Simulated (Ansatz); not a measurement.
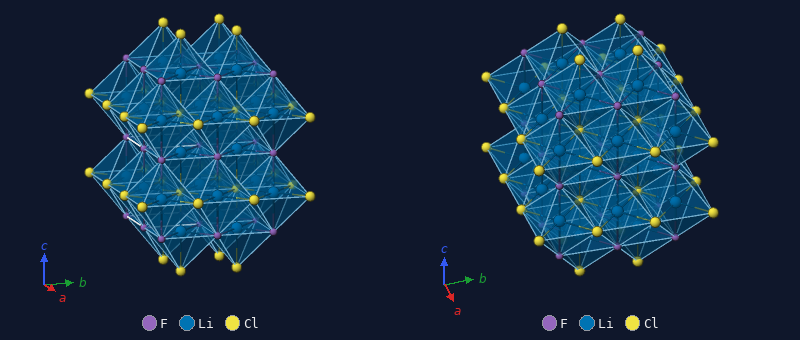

Polyhedra are drawn about Li (bonds: Cl–Li below 2.7 Å and F–Li below 2.7 Å); other atoms are plain spheres. Two views of the same piece.

The compound is Li₂ClF (space group P4/mmm, No. 123), taken as the geometry relaxed with DFT, PBE, plane waves, PAW (Ansatz 0.2.0); the starting structure was generated, so it need not be a known form of this composition.

**What figure surrounds each Li atom, and what does it share with the other drawn polyhedra?**

Li(1b): LiF2Cl4 octahedron, sharing corners with six neighbours and edges with twelve neighbours; Li(1c): LiF4Cl2 octahedron, sharing edges with twelve neighbours and corners with six neighbours.

**What is the connectivity of the polyhedra: isolated, groups, chains, layers or framework?**

They form a three-dimensional framework of corner- and edge-sharing octahedra.
